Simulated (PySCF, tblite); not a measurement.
# C6H11FOSi: geometry, infrared bands and NMR shifts

What infrared bands and NMR shifts should C6H11FOSi (`C/C=C1\[SiH2][C@@H](OC)[C@H]1F`) show?

Computed with tblite 0.8.0 and PySCF 2.14.0, with density-fitted response routines of our own, on a single molecule in the gas phase. Atoms count from 0, in the outputs and in this text.

## Step 1: The molecule as given

20 atoms, charge 0, multiplicity 1; geometry from: force field or distance geometry start.

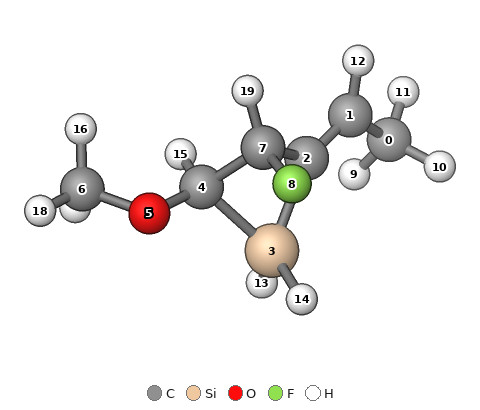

As it starts; carbon grey, silicon light orange, oxygen red, fluorine green, hydrogen white, atoms numbered.

## Step 2: Optimising the geometry with GFN2-xTB

The job: settings as JSON, then the geometry in Å.

```
{"job": {"kind": "relax", "xc": "GFN2-xTB", "basis": "xTB"}, "charge": 0, "multiplicity": 1}
C      3.204300    -0.451000     0.109900
C      2.034400    -0.239100    -0.826500
C      0.903800     0.304700    -0.417500
Si     0.135900     1.015200     1.087800
C     -1.105800     0.067100     0.101800
O     -2.436500     0.487900     0.179400
C     -3.230100    -0.655600     0.343300
C     -0.370800     0.620400    -1.126600
F     -0.505700     1.961200    -1.316900
H      2.868300    -0.778200     1.119400
H      3.798500     0.489400     0.125900
H      3.827500    -1.234000    -0.311900
H      2.133100    -0.558800    -1.851500
H      0.536200     0.421500     2.362800
H      0.000900     2.479700     1.097200
H     -0.959500    -1.020700     0.180600
H     -3.101300    -1.346400    -0.525600
H     -2.872900    -1.209200     1.251500
H     -4.288200    -0.332600     0.430300
H     -0.577200    -0.010900    -2.016400
```

Command:

```console
$ OMP_NUM_THREADS=1 python probes_run.py task.json out
```

One launch serves the whole session: the jobs run in the order shown.

**Question.** This job is followed by: GFN2-xTB harmonic vibrations, gas phase; GIAO PBE0/pcSseg-1 NMR shielding, non-relativistic, gas phase. Predict these results of the whole session: strongest single infrared mode (GFN2-xTB); zero-point energy (GFN2-xTB); ¹³C shifts against TMS (PBE0/pcSseg-1); ¹H shifts against TMS (PBE0/pcSseg-1, means over atoms taken as alike); ²⁹Si shifts against TMS (PBE0/pcSseg-1); ¹⁷O shifts against H2O (PBE0/pcSseg-1); ¹⁹F shifts against CFCl3 (PBE0/pcSseg-1).

The runs gave:

| quantity | value |
| --- | --- |
| strongest single infrared mode (GFN2-xTB) | 2252 cm⁻¹, 331 km/mol |
| zero-point energy (GFN2-xTB) | 95.7 kcal/mol |
| ¹³C shifts against TMS (PBE0/pcSseg-1) | 150.9, 147.7, 97.7, 77.2, 64.8, 24.5 ppm |
| ¹H shifts against TMS (PBE0/pcSseg-1, means over atoms taken as alike) | 7.02, 5.42, 4.69, 4.66, 3.81, 3.75, 1.97 ppm |
| ²⁹Si shifts against TMS (PBE0/pcSseg-1) | -55.9 ppm |
| ¹⁷O shifts against H2O (PBE0/pcSseg-1) | 22.2 ppm |
| ¹⁹F shifts against CFCl3 (PBE0/pcSseg-1) | -200.2 ppm |

**Reading.** The optimisation took 198 steps and gained 1.174 eV; among the close pairs (by a distance rule), Si3–C4 changed most, from 1.847 to 1.930 Å. All 54 modes are real, so the xTB geometry is a minimum. The strongest single mode, at 2252 cm⁻¹, moves mainly H13. Unscaled tight-binding wavenumbers are off by several per cent, some by more. Its intensities can rank the bands wrongly. H12 (hydrogen on an alkene CH) lies farthest downfield among hydrogen, at 7.02 ppm; olefinic region. At PBE0/pcSseg-1: The largest span, 252 ppm, is at C1, where the paramagnetic term is -217 ppm.
